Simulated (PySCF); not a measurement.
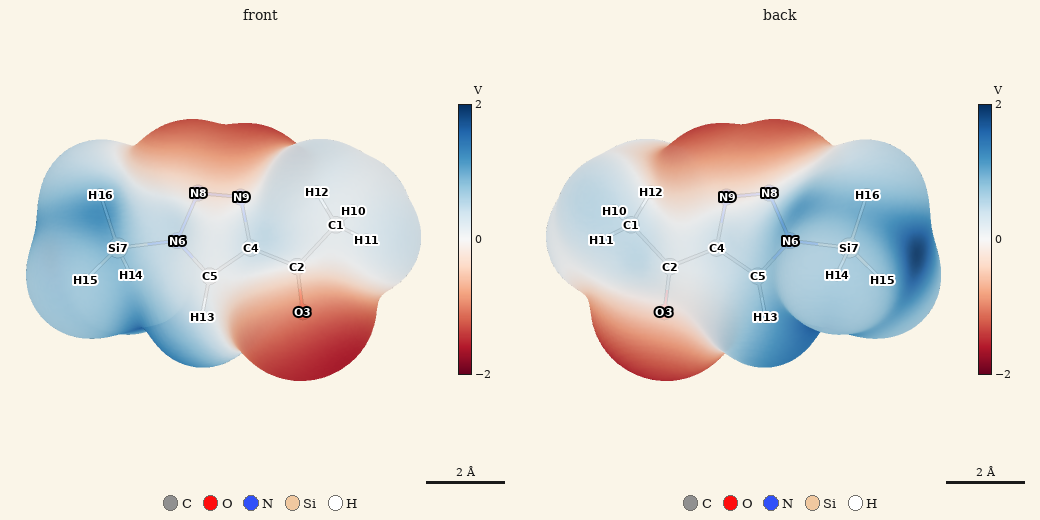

Figure. C4H7N3OSi. The electrostatic potential painted on the density surface at 0.001 e/bohr³, seen from the front and from behind; red is negative and blue positive.

Geometry: GFN2-xTB.

Computed with B3LYP/def2-SVPD, SCF density, gas phase in PySCF.

```xyz
16

C    -3.0510    0.0198    0.6847
C    -1.9888    0.4603   -0.2816
O    -2.2156    1.0283   -1.3267
C    -0.6194    0.1347    0.1359
C     0.5705    0.3080   -0.5482
N     1.5324   -0.1482    0.2768
Si    3.2834   -0.2802    0.0684
N     0.9484   -0.5771    1.4159
N    -0.3021   -0.4168    1.3396
H    -3.0862   -1.0682    0.6899
H    -4.0182    0.4158    0.3890
H    -2.7907    0.3407    1.6897
H     0.7776    0.7047   -1.5185
H     3.4885   -1.2639   -0.9938
H     3.7262    1.0499   -0.3452
H     3.7375   -0.6990    1.3826
```

Describe the electrostatic potential map.

The most negative region (about −1.6 V) lies over O3, the most positive (about +1.8 V) over Si7. O3 is the likeliest acceptor of a hydrogen bond.
